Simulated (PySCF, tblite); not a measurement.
**C3H8BClN2: geometry, infrared bands and NMR shifts**

Wanted: the infrared bands and NMR shifts of C3H8BClN2 (`NB(Cl)NC1CC1`), by calculation.

Computed with tblite 0.8.0 and PySCF 2.14.0, with density-fitted response routines of our own, on a single molecule in the gas phase. Atoms are numbered from 0 throughout.

**1. The molecule as given**

15 atoms, charge 0, multiplicity 1; geometry from: force field or distance geometry start.

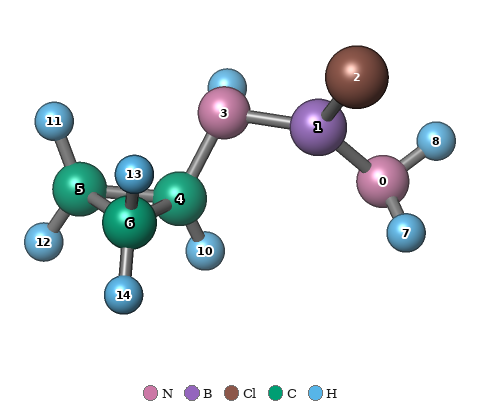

The starting geometry (nitrogen pink, boron purple, chlorine brown, carbon teal, hydrogen blue), atoms numbered.

**2. Relaxing the molecule with GFN2-xTB**

Job settings and geometry (Å):

```
{"job": {"kind": "relax", "xc": "GFN2-xTB", "basis": "xTB"}, "charge": 0, "multiplicity": 1}
N      2.430900     0.200200     0.920100
B      1.492600     0.704900    -0.191300
Cl     1.730800     2.388200    -0.877800
N      0.407100    -0.201900    -0.752500
C     -0.538400    -0.536200     0.328700
C     -1.889000    -0.988600    -0.218200
C     -1.734400     0.401300     0.386300
H      2.340400     0.876100     1.723100
H      3.404300     0.276900     0.561100
H      0.867100    -1.099900    -1.034500
H     -0.189500    -1.050400     1.242300
H     -1.991900    -0.990800    -1.320300
H     -2.426900    -1.706600     0.446700
H     -1.733300     1.223800    -0.355700
H     -2.174200     0.511000     1.407800
```

Run with:

```console
$ OMP_NUM_THREADS=1 python probes_run.py task.json out
```

One launch serves the whole session: the jobs run in the order shown.

**Question.** This job is followed by: GFN2-xTB harmonic vibrations, gas phase; GIAO PBE0/pcSseg-1 NMR shielding, non-relativistic, gas phase. What will the session give for the following? strongest single infrared mode (GFN2-xTB); zero-point energy (GFN2-xTB); 13C shifts against TMS (PBE0/pcSseg-1, means over atoms taken as alike); 1H shifts against TMS (PBE0/pcSseg-1, means over atoms taken as alike); 15N shifts against NH3 (PBE0/pcSseg-1); 11B shifts against BF3·OEt2 (PBE0/pcSseg-1); 35Cl shifts against HCl (PBE0/pcSseg-1).

The runs gave:

| quantity | value |
| --- | --- |
| strongest single infrared mode (GFN2-xTB) | 1452 cm⁻¹, 330 km/mol |
| zero-point energy (GFN2-xTB) | 74.2 kcal/mol |
| 13C shifts against TMS (PBE0/pcSseg-1, means over atoms taken as alike) | 28.1, 9.5 ppm |
| 1H shifts against TMS (PBE0/pcSseg-1, means over atoms taken as alike) | 2.57, 2.19, 1.99, 0.62, 0.21 ppm |
| 15N shifts against NH3 (PBE0/pcSseg-1) | 95.3, 63.5 ppm |
| 11B shifts against BF3·OEt2 (PBE0/pcSseg-1) | 23.4 ppm |
| 35Cl shifts against HCl (PBE0/pcSseg-1) | 39 ppm |

**Reading.** Relaxing lowered the energy by 2.108 eV in 104 steps; the close pair that moved most is N0–B1, from 1.540 to 1.399 Å. All 39 modes are real, so the xTB geometry is a minimum. The strongest single mode, at 1452 cm⁻¹, is spread over many atoms; the largest shares are those of B1, N3. GFN2-xTB is a fitted tight-binding method: band positions and strengths are rough. Its intensities can rank the bands wrongly. At PBE0/pcSseg-1: The widest tensor belongs to Cl2: span 230 ppm, with a paramagnetic part of -237 ppm.
